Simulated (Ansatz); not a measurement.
# KSrH3 (model cell, started as cubic perovskite with Sr in the octahedra): following an unstable mode, part 3 of 3

Aim: this structure of KSrH3 (model cell, started as cubic perovskite with Sr in the octahedra) is to be tested for unstable modes, and one is followed downhill.

Ansatz 0.2.0; DFT PBEsol, scalar-relativistic, plane waves, PAW; PAW set soft_1.

So far. Step 5 (Energy along the mode, all amplitudes (two of the runs …): The lowest of the steps tried is the last one, at 0.6 Å, 25.0 meV/atom below the parent; the bottom of the well need not coincide with a step. Step 7 (The new phase in its own primitive cell): The largest force component left is 0.31 meV/Å and the pressure is -0.001 GPa, within the tolerances set. The cell now holds 20.28 Å³/atom. The relaxed cell has a = 6.615, c = 16.054 Å (conventional setting).

The structure was built from a prototype and need not be the compound's stable phase.

### Step 8. Modes of the new phase, k-mesh 6×6×6

A relaxed structure may still be a saddle point, so its zone-centre modes are computed. The response to a homogeneous field gives the Born charges and the dielectric tensor.

input.yaml

```yaml
crystal:
  lattice:
    - [3.3076604493, 1.9096786508, 5.3513834253]
    - [-3.3076604493, 1.9096786508, 5.3513834253]
    - [0.0, -3.8193573016, 5.3513834253]
  atoms:
    - { symbol: K, position: [0.25, 0.25, 0.25] }
    - { symbol: K, position: [0.75, 0.75, 0.75] }
    - { symbol: Sr, position: [0.5, 0.5, 0.5] }
    - { symbol: Sr, position: [0.0, 0.0, 0.0] }
    - { symbol: H, position: [0.6566753506, 0.25, 0.8433246494] }
    - { symbol: H, position: [0.3433246494, 0.75, 0.1566753506] }
    - { symbol: H, position: [0.8433246494, 0.6566753506, 0.25] }
    - { symbol: H, position: [0.1566753506, 0.3433246494, 0.75] }
    - { symbol: H, position: [0.75, 0.1566753506, 0.3433246494] }
    - { symbol: H, position: [0.25, 0.8433246494, 0.6566753506] }
kpoints:
  mp_grid: { grid: [6, 6, 6] }
hamiltonian:
  xc: pbesol
  pseudopotentials: { kind: paw, azcp: { folder: soft_1 }, xc_functional: pbe }
scf:
  occupations: { method: fixed }
output:
  eigenvalues: true
phonons:
  method: dfpt
  dielectric: true
  rigid_motions: translations
```

Command:

```bash
ansatz run input.yaml --threads 4 --pin off --max-ram 16384MiB --backend cpu --events-out ev --progress --plain --runs-dir out
```

Numbers of over 12 decimals in the logs are rounded to 6 here.

Output:

```text
[...]
Crystal: 10 atoms, lattice volume = 202.814 Å³
Basis set: ecut = 420 eV, 3911 PW (Γ), exchange–correlation on 96×96×96 points (8 copies of the dense FFT grid, shifted against one another)
Bands: 32, of which v1, the nominal top of the filled ones, is band 22 counted from 1 (21 counted from 0)
Symmetry: 12 space group operations
k-points: 112 of 216 (irreducible under 1 space group operation, time reversal used)
[...]
SCF iter   1: F=—  HF=-10115.646829 eV  |F-HF|=—  |Δ(HF+E_count)|=         —  Δρ=4.75e-2  dr2=6.01e0  ethr=3.10e-3  ⟨swp⟩=5.9  Hψ=14684  notcnv=0  defer=800
[...]
SCF iter   9: F=-10113.670401 eV  HF=-10113.670401 eV  |F-HF|=1.82e-11  |Δ(HF+E_count)|=   1.57e-9  Δρ=8.15e-8  dr2=1.47e-11  ethr=1.00e-12  ⟨swp⟩=21.8  Hψ=34296  notcnv=0
SCF 1 converged in 9 iterations: F = -10113.670401 eV  dr2 = 1.47e-11
[...]
NSCF: frozen V_eff on 6 k-points
DFPT response loops at Γ: preconditioner auto → none (the input reference at scf.mixing.eps_inf says where Resta's filter doesn't serve); β = 0.50; Broyden in place of MSR1
── the response to a field inside a basis, on 6×6×6 k-points: an SCF that follows is theirs, and a resumed run solves both again ──
Bands: 23, of which v1, the nominal top of the filled ones, is band 22 counted from 1 (21 counted from 0)
k-points: 28 of 216
[...]
Eigensolver: Dense (28 Hₖ)
SCF iter   1: F=—  HF=-10113.657402 eV  |F-HF|=—  |Δ(HF+E_count)|=         —  Δρ=1.11e-4  dr2=6.19e-6  ethr=1.00e-1
[...]
SCF iter   3: F=-10113.657409 eV  HF=-10113.657409 eV  |F-HF|=3.00e-8  |Δ(HF+E_count)|=   2.29e-6  Δρ=3.94e-6  dr2=3.47e-8  ethr=3.92e-9
SCF 1 converged in 3 iterations: F = -10113.657409 eV  dr2 = 3.47e-8
[...]
SCF converged after 9 iterations
Free energy (F): -10113.670401 eV
[...]
Internal energy: -10113.670401 eV  (E = F + TS)
E sigma→0 (E₀):  -10113.670401 eV
Fermi energy:    2.036569 eV
[...]
--- Band table (eV; the first three rows and the last of 112) ---
  k-point 0: bands = [... 18 lower, 1.1611, 1.9350, 1.9350, 2.0366, 5.4436, 5.4436, 5.4858, 8.0360, ... 6 higher]
  k-point 1: bands = [... 18 lower, 1.2164, 1.7150, 1.8782, 1.9736, 5.4024, 5.5418, 5.5860, 7.6058, ... 6 higher]
  k-point 2: bands = [... 18 lower, 1.3638, 1.3716, 1.7315, 1.8179, 5.4580, 5.8038, 5.8846, 6.6712, ... 6 higher]
  k-point 111: bands = [... 18 lower, 1.5412, 1.5412, 1.5412, 1.5412, 5.9057, 5.9057, 6.4447, 6.4447, ... 6 higher]
--- Phonons (Γ-DFPT): 6 representative perturbations + reference, on 112 of 216 k-points (Σ response iterations 22) ---
  k mesh reduced under 1 symmetry operation, with k and −k counted as one. Each operation leaves every solved perturbation unchanged. A smaller set is not considered because the run solves the response to a homogeneous field
  ASR residual: 2.165e-4 → 0.000e0 eV/Å²; symmetrization residual: 3.360e-7 eV/Å²
  ASR residual per site (eV/Å²): 2.12e-6 2.12e-6 2.16e-4 2.16e-4 1.72e-5 1.72e-5 1.73e-5 1.73e-5 1.72e-5 1.72e-5
  Γ frequencies (cm⁻¹): -121.04 -111.10 -111.10 -44.79 -44.79 -22.72 0.00 0.00 0.00 125.96 128.18 128.18 152.09 152.09 201.15 212.12 212.12 511.84 517.83 517.83 542.37 576.16 677.87 677.87 999.72 1012.56 1012.56 1048.09 1048.09 1178.17
  ε∞ (high-frequency dielectric tensor):
        3.148167     0.000000     0.000000
       -0.000000     3.148167    -0.000000
        0.000000    -0.000000     3.133259
  softest optical mode at Γ: -121.04 cm⁻¹; the repairs (sum rule, projections) moved no ω² at Γ by more than (2.77 cm⁻¹)²
  Born effective charges Z* (e; rows j = field, columns β = displacement):
    site 0:
         1.06893    0.00000    0.00000
         0.00000    1.06893    0.00000
         0.00000    0.00000    1.12059
    site 1:
         1.06893    0.00000    0.00000
         0.00000    1.06893    0.00000
         0.00000   -0.00000    1.12059
    site 2:
         1.86950   -0.02641    0.00000
         0.02641    1.86950    0.00000
         0.00000    0.00000    1.82763
    site 3:
         1.86950    0.02641    0.00000
        -0.02641    1.86950   -0.00000
         0.00000   -0.00000    1.82763
    site 4:
        -1.01786    0.06648   -0.08679
         0.06648   -0.94110    0.05011
        -0.08550    0.04936   -0.98274
    site 5:
        -1.01786    0.06648   -0.08679
         0.06648   -0.94110    0.05011
        -0.08550    0.04936   -0.98274
    site 6:
        -0.90272    0.00000   -0.00000
        -0.00000   -1.05624   -0.10022
        -0.00000   -0.09872   -0.98274
    site 7:
        -0.90272    0.00000   -0.00000
        -0.00000   -1.05624   -0.10022
        -0.00000   -0.09872   -0.98274
    site 8:
        -1.01786   -0.06648    0.08679
        -0.06648   -0.94110    0.05011
         0.08550    0.04936   -0.98274
    site 9:
        -1.01786   -0.06648    0.08679
        -0.06648   -0.94110    0.05011
         0.08550    0.04936   -0.98274
  Z* charge neutrality: 5.665e-3 e pre-enforcement
  solved inside a basis spanned on kpoints, on 6×6×6 k-points, its susceptibility summed on 10×10×10: ε∞ is read to err by 8.2e-3, Z* by 1.2e-2 e (field_mesh: kpoints solves on kpoints); Z* is corrected for what the basis lacks
  optical modes at Γ without the LO–TO term, one row a degenerate level:
      ω (cm⁻¹)  modes    IR ((D/Å)²/amu)
       -121.04      1            41.1162
       -111.10      2            24.9537
        -44.79      2             0.0000
        -22.72      1             0.0000
        125.96      1             0.0000
        128.18      2             0.1434
        152.09      2             6.1417
[...]
optical modes at Γ + LO–TO along q̂ = [1.0000, 0.0000, 0.0000]:
      ω (cm⁻¹)  modes    IR ((D/Å)²/amu)
[...]
optical modes at Γ + LO–TO along q̂ = [0.0000, 1.0000, 0.0000]:
      ω (cm⁻¹)  modes    IR ((D/Å)²/amu)
[...]
optical modes at Γ + LO–TO along q̂ = [0.0000, 0.0000, 1.0000]:
      ω (cm⁻¹)  modes    IR ((D/Å)²/amu)
[...]
152.09      2             6.1417
        212.12      2             0.0000
        506.02      1            54.0750
        511.84      1             0.0000
        517.83      2           150.7593
        542.37      1             0.0000
        576.16      1             0.0000
        677.87      2             0.0000
       1012.56      2            90.8730
       1048.09      2             0.0000
       1105.12      1            82.4044
       1178.17      1             0.0000
```

It took 3.9 min on 4 threads of Arm Neoverse V1, shared host; peak memory 2.8 GiB; 15 min of CPU time.

This step gave:

```
sum-rule residual before enforcement                    : 2.16e-4 eV/Å²
miss of the charge sum rule                             : 0.005665 e
estimated error of the dielectric tensor                : 0.008231
estimated error of the Born charges                     : 0.01196 e
point group                                             : -3m
highest optical mode at the zone centre (no LO-TO term) : 1178 cm⁻¹
lowest optical zone-centre mode                         : -121.0 cm⁻¹
mean high-frequency dielectric constant                 : 3.143
largest Born charge (third of the trace)                : 1.856 e
top of the zone-centre spectrum with the field          : 1178 cm⁻¹
```

Without the LO-TO term. Patterns of degenerate modes are one choice out of their space. Modes at Γ, with each element's share of the kinetic energy (negative means imaginary):

```
mode  frequency (cm⁻¹)  symmetry  K %  Sr %  H %
   1            -121.0       A2u   47    13   40
   2            -111.1        Eu   22     7   71
   3            -111.1        Eu   22     7   71
   4             -44.8        Eg   71     0   29
   5             -44.8        Eg   71     0   29
   6             -22.7       A2g   99     0    1
   7               0.0  acoustic   30    68    2
   8               0.0  acoustic   30    68    2
   9               0.0  acoustic   30    68    2
  10             126.0       A1u    0   100    0
  11             128.2        Eu    1    98    1
  12             128.2        Eu    1    98    1
  13             152.1        Eu   46    26   28
  14             152.1        Eu   46    26   28
  15             201.2       A2u   23    19   58
  16             212.1        Eg   29     0   71
  17             212.1        Eg   29     0   71
  18             511.8       A1g    0     0  100
  19             517.8        Eu    0     1   98
  20             517.8        Eu    0     1   98
  21             542.4       A2g    1     0   99
  22             576.2       A1u    0     0  100
  23             677.9        Eg    0     0  100
  24             677.9        Eg    0     0  100
  25             999.7       A2u    0     1   99
  26            1012.6        Eu    0     1   99
  27            1012.6        Eu    0     1   99
  28            1048.1        Eg    0     0  100
  29            1048.1        Eg    0     0  100
  30            1178.2       A2g    0     0  100
```

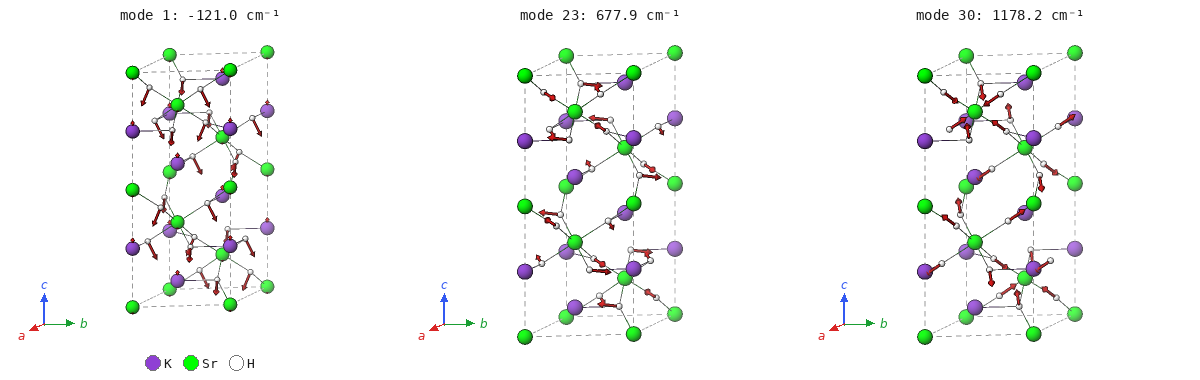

Displacement patterns of modes 1, 23 and 30 at Γ; arrows are exaggerated. Bonds to atoms that aren't drawn are left out. Some periodic images of atoms are drawn too.

Optical modes at the zone centre, without and with the macroscopic field of the longitudinal modes; each column is sorted by frequency, so a row need not hold one and the same mode. Modes with and without the field, by row:

| rank among optical modes | no field (cm⁻¹) | q along (1, 0, 0) (cm⁻¹) | q along (0, 0, 1) (cm⁻¹) |
| --- | --- | --- | --- |
| 1 | -121 | -121 | -111.1 |
| 2 | -111.1 | -111.1 | -111.1 |
| 3 | -111.1 | -44.8 | -44.8 |
| 4 | -44.8 | -44.8 | -44.8 |
| 5 | -44.8 | -22.7 | -22.7 |
| 6 | -22.7 | 58.7 | 91.7 |
| 7 | 126 | 126 | 126 |
| 8 | 128.2 | 128.2 | 128.2 |
| 9 | 128.2 | 128.6 | 128.2 |
| 10 | 152.1 | 152.1 | 152.1 |
| 11 | 152.1 | 177.1 | 152.1 |
| 12 | 201.2 | 201.2 | 212.1 |
| 13 | 212.1 | 212.1 | 212.1 |
| 14 | 212.1 | 212.1 | 506 |
| 15 | 511.8 | 511.8 | 511.8 |
| 16 | 517.8 | 517.8 | 517.8 |
| 17 | 517.8 | 542.4 | 517.8 |
| 18 | 542.4 | 576.2 | 542.4 |
| 19 | 576.2 | 677.9 | 576.2 |
| 20 | 677.9 | 677.9 | 677.9 |
| 21 | 677.9 | 694.9 | 677.9 |
| 22 | 999.7 | 999.7 | 1013 |
| 23 | 1013 | 1013 | 1013 |
| 24 | 1013 | 1048 | 1048 |
| 25 | 1048 | 1048 | 1048 |
| 26 | 1048 | 1114 | 1105 |
| 27 | 1178 | 1178 | 1178 |

Born charge (rows field, columns displacement) (e), principal values of the symmetric part by kind of site:

```csv
atom,atoms with these values,low,middle,high,mean
K1,2,1.07,1.07,1.12,1.09
Sr3,2,1.83,1.87,1.87,1.86
H5,6,-1.13,-0.91,-0.90,-0.98
```

In full for K1:

```
1.07 0.00 0.00
0.00 1.07 0.00
0.00 0.00 1.12
```

High-frequency dielectric tensor:

```
3.15 0.00 0.00
0.00 3.15 0.00
0.00 0.00 3.13
```

Transverse modes; imaginary modes are left out. Lines of the infrared spectrum (strongest = 100):

```csv
position (cm⁻¹),label,relative intensity
126,A1u,0.0
128,Eu,0.1
152,Eu,4.1
201,A2u,31
212,Eg,0.0
512,A1g,0.0
518,Eu,100
542,A2g,0.0
576,A1u,0.0
678,Eg,0.0
1000,A2u,33
1013,Eu,60
1048,Eg,0.0
1178,A2g,0.0
```

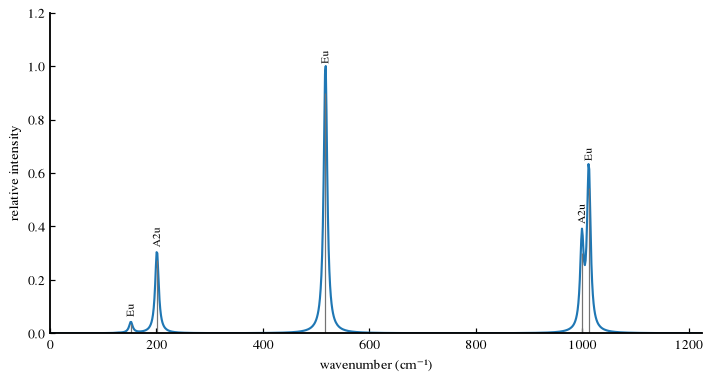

The infrared spectrum, broadened with Lorentzians of width 8 cm⁻¹; bars mark the lines.

Before it was imposed, the acoustic sum rule was missed by 2.2e-4 eV/Å² and the charge sum rule by 0.0057 e. Small misses are needed for a sound result but don't prove that mesh and cutoff are converged. The lowest optical mode is imaginary, 121.0i cm⁻¹, so the energy falls along it.

### Step 9. Summary of results

```yaml
unstable_mode_of_the_parent: q = (-0.5, -0.5, -0.5), 354i cm⁻¹
depth_at_the_lowest_point_sampled: 25.0 meV/atom
largest_atomic_shift_at_that_point: 0.6 Å
space_group_reached_within_0p01_a: R-3c
energy_gained_over_the_parent_first_relaxation_on_the_mesh_of_the_frozen_mode: 26.9 meV/atom
volume_per_atom_phase_reached: 20.3 Å³
gap_on_the_k_mesh_phase_reached: 2.75 eV
lowest_optical_zone_centre_mode_phase_reached: -121 cm⁻¹
highest_optical_mode_at_the_zone_centre_no_lo_to_term_phase_reached: 1178 cm⁻¹
```

What this shows: Along this mode the structure falls into R-3c, 26.9 meV/atom below the parent. At the parent's cell the well is 25.02 meV/atom deep on the steps tried, with its lowest point at a shift of 0.6 Å. That is the last step tried, so the steps alone don't bracket the bottom of the well. Relaxing atoms and cell changes the gain by +1.85 meV/atom against the lowest step (energies at zero smearing). The new phase still has an imaginary mode at the zone centre of its cell, so it is a saddle point on the way to a lower structure. Of the 4 patterns followed to their end from this parent, this one ends 1.66 meV/atom above the lowest, Imma. Each path keeps the symmetry of its pattern, so a lower phase may lie along a pattern not tried. The PAW files were made for PBE and serve the other functionals too. The starting cell was built on a prototype and not taken from a measurement, so the phase need not exist.

[Logs are printed without paths, hosts, clocks, repeated set-up lines and the standing remarks that a program may print on its own settings, such as how far it seeks lower states.]

[Hosts, paths, dates, database ids (printed as entryN), source tags and the programs' standing remarks are cut or masked in the printed files.]
